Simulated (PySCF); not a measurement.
C$_{5}$H$_{3}$F$_{3}$NS (charge −1)

```tsv
atom	x (Å)	y (Å)	z (Å)
F	3.5810	-0.7574	0.2445
C	2.3567	-0.1956	0.1456
F	2.1478	0.4302	1.3150
F	2.4782	0.7763	-0.7755
S	1.0839	-1.4460	-0.2622
C	-0.3766	-0.4849	-0.2302
C	-1.2193	-0.2769	0.8832
C	-2.2367	0.5060	0.3961
N	-2.0880	0.7851	-0.9252
C	-0.9671	0.1791	-1.3058
H	-1.0718	-0.6501	1.8821
H	-3.0882	0.8969	0.9338
H	-0.6042	0.2379	-2.3190
```

Geometry: GFN2-xTB.

Computed with CAM-B3LYP/def2-SVPD, SCF density, gas phase in PySCF 2.14.0.

Question: Predict the electron density and electron localisation function between the atoms.

Answer: C–N (1.33 Å): the density is about 2.5 e/Å³ at the midpoint; the ELF peaks at about 0.90 between the atoms (a covalent bond).
C–C (1.37 Å): ρ at the midpoint is about 2.2 e/Å³; the ELF peaks at about 0.95 between the atoms: a covalent bond.
C–S (1.75 Å): ρ is about 1.4 e/Å³ halfway; the ELF peaks at about 0.95 between the atoms: a covalent bond.
C–H (1.08 Å): the density is about 2 e/Å³ at the midpoint; the ELF climbs to about 1 towards the hydrogen, as it does in any bond to H (an ordinary covalent bond to hydrogen).

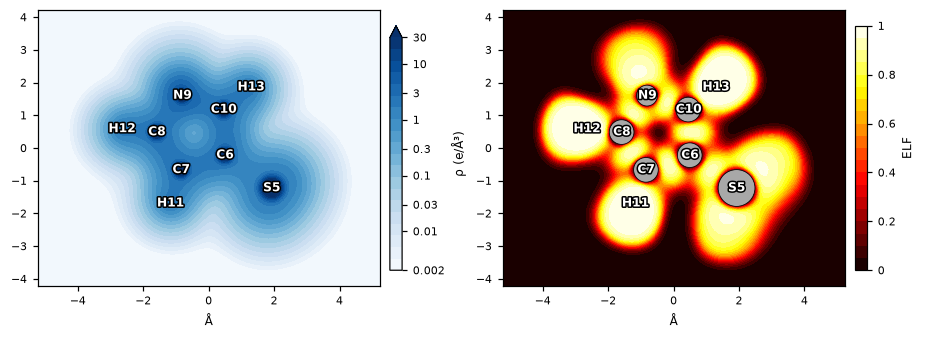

Computed electron density and electron localisation function on the plane of atoms C8, C7 and H11, in this order. Grey discs cover the atomic cores in the ELF map. 
